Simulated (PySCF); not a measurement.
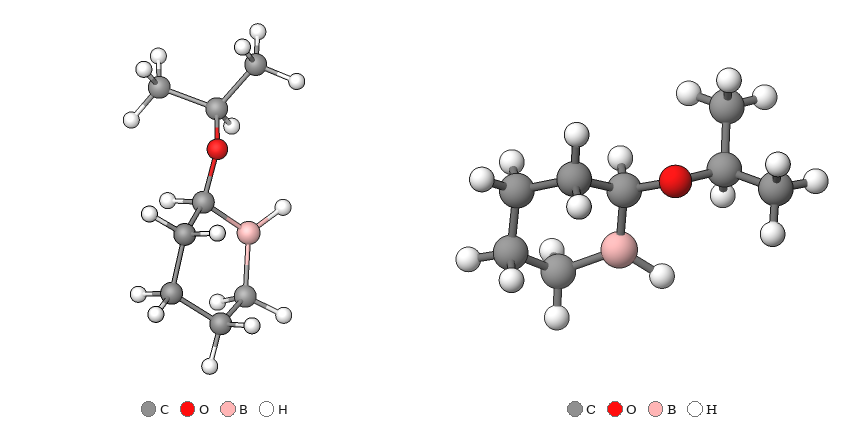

The same structure drawn twice, from different directions.

Description:

It has 27 atoms: 8 carbon, 17 hydrogen, 1 boron and 1 oxygen (C8H17BO). As SMILES it reads `CC(C)O[C@H]1BCCCC1`. Independent rings (smallest set): 1 of 6 members. Among its groups: ether, B–H bond. The point group is C1. Coordination: 8 C tetrahedral; 1 O bent; 1 B trigonal planar.

More results for the same structure follow; atom numbers are the same in all pictures, views and colours differ. The geometry was computed by an optimisation with PBE0-D3(BJ)/def2-SVP. No frequency run is at hand to confirm it as a minimum.

## Shape

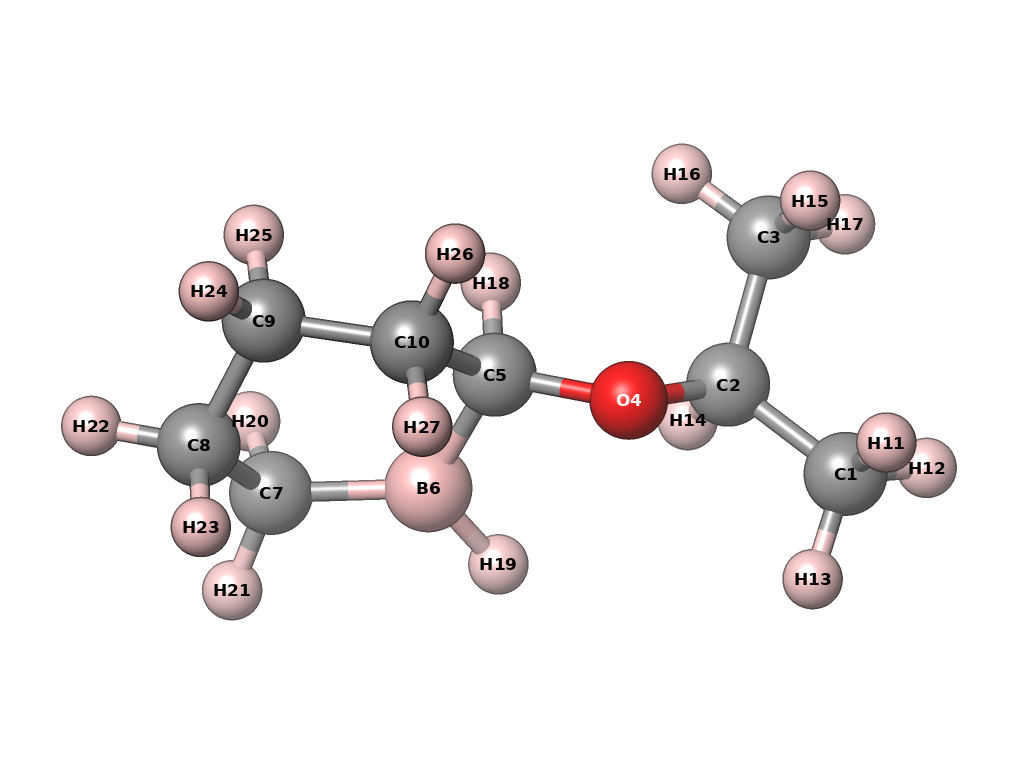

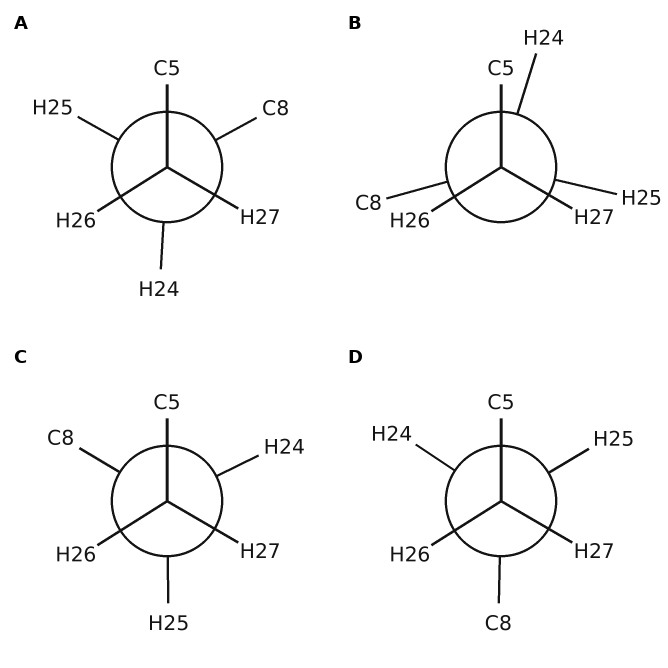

Atoms fade into the background with distance from the viewer. Bonds that would overlap in a projection are set slightly apart. No frequency run is at hand to confirm it as a minimum.

> Which Newman projection shows the view along C10–C9, with C10 in front?

A. The torsion angle C5–C10–C9–C8 is 61°, synclinal (gauche).

## Quadrupole coupling

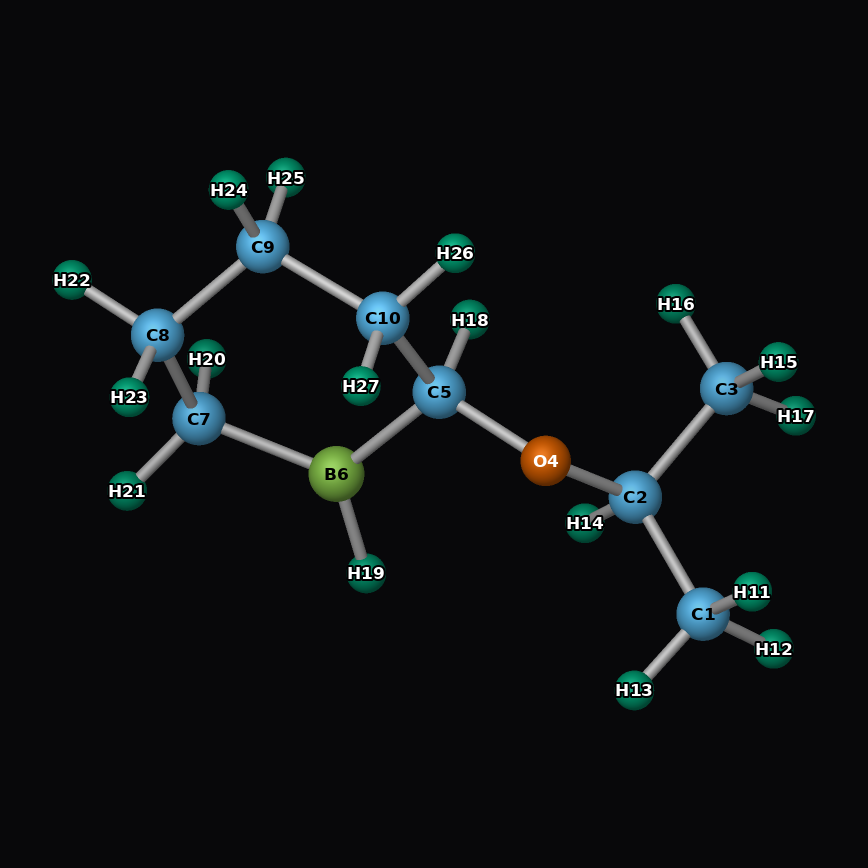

No frequency run is at hand to confirm it as a minimum. Electric field gradients from the ground-state density, PBE0/pcSseg-1 (PySCF 2.14.0), non-relativistic apart from any core potentials.

Give the largest field-gradient component, the quadrupole coupling constant and the asymmetry for 17O at O4 (Q = −25.6 mb), 11B at B6 (Q = 40.59 mb), 2H at H11 (Q = 2.86 mb), 2H at H12 (Q = 2.86 mb), 2H at H13 (Q = 2.86 mb), 2H at H14 (Q = 2.86 mb).

```csv
atom,V_zz (a.u.),e²qQ/h (MHz),η
O4,−2.005,12.06,0.97
B6,0.619,5.91,0.10
H11,0.291,0.195,0.03
H12,0.293,0.197,0.03
H13,0.294,0.198,0.02
H14,0.265,0.178,0.07
```

## NMR shielding

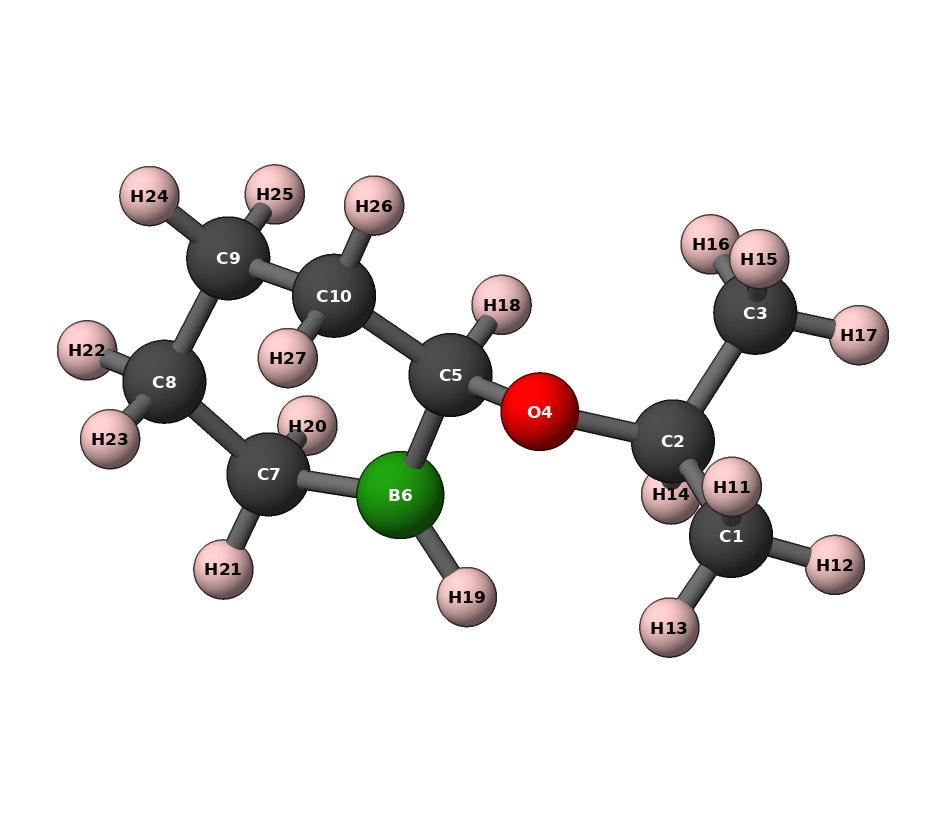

No frequency run is at hand to confirm it as a minimum. Properties computed with GIAO B97-2/pcSseg-1 NMR shielding, non-relativistic, gas phase (PySCF 2.14.0). Principal shieldings σ11 ≤ σ22 ≤ σ33, span Ω = σ33 − σ11, skew κ = 3(σiso − σ22)/Ω.

Give the shielding tensors of the O atoms.

```tsv
atom	σ11	σ22	σ33	σiso	Ω	κ
O4	208.5	269.3	324.3	267.4	115.8	−0.05
```

Shieldings and span in ppm.

## Bond orders

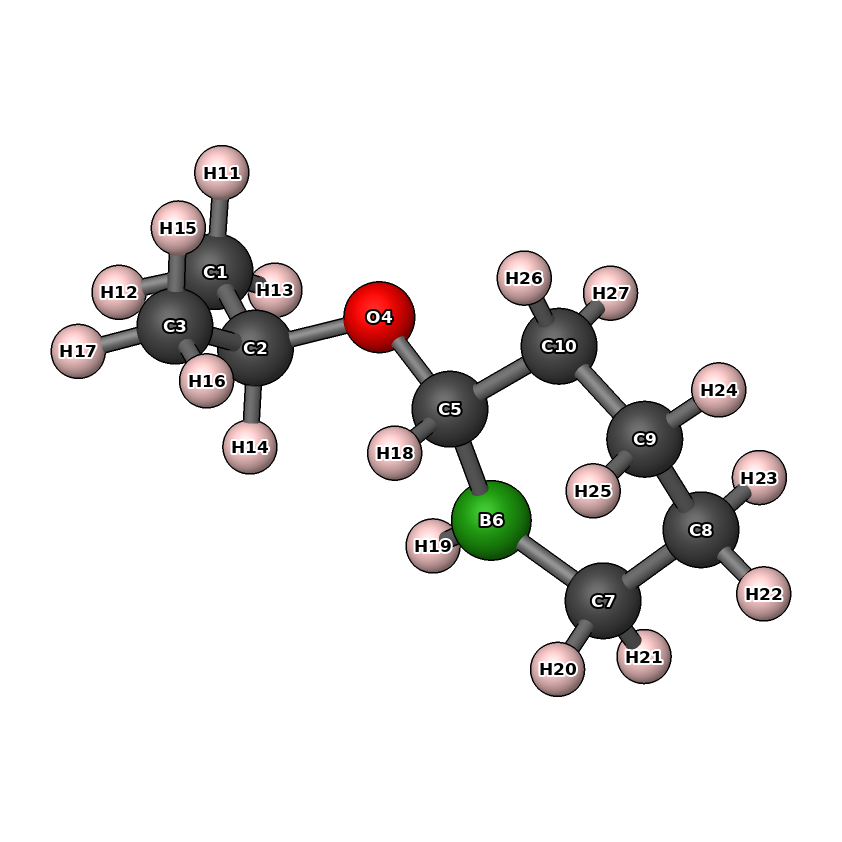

The thickness of each stick grows with its Mayer bond order. No frequency run is at hand to confirm it as a minimum. Level of theory: PBE0/pcSseg-1 (PySCF 2.14.0).

List the Mayer bond orders of C1–C2, C2–C3, C2–O4, O4–C5, C5–B6, C5–C10, B6–C7, C7–C8, C8–C9, C9–C10 (bonds between heavy atoms, one of each equivalent set).

```
  bond  Mayer order  length (Å)
 C1–C2         1.05       1.516
 C2–C3         1.04       1.523
 C2–O4         0.88       1.409
 O4–C5         0.86       1.415
 C5–B6         0.96       1.576
C5–C10         1.03       1.527
 B6–C7         0.99       1.565
 C7–C8         1.05       1.533
 C8–C9         1.03       1.525
C9–C10         1.02       1.524
```

## Electronic properties

No frequency run is at hand to confirm it as a minimum. Level of theory: PBE0/pcSseg-1, gas phase (PySCF 2.14.0).

Predict the main results.

- dipole moment: 1.36 D
- HOMO energy (Kohn–Sham orbital): −6.69 eV
- LUMO energy (Kohn–Sham orbital): −0.96 eV
- HOMO–LUMO gap: 5.74 eV
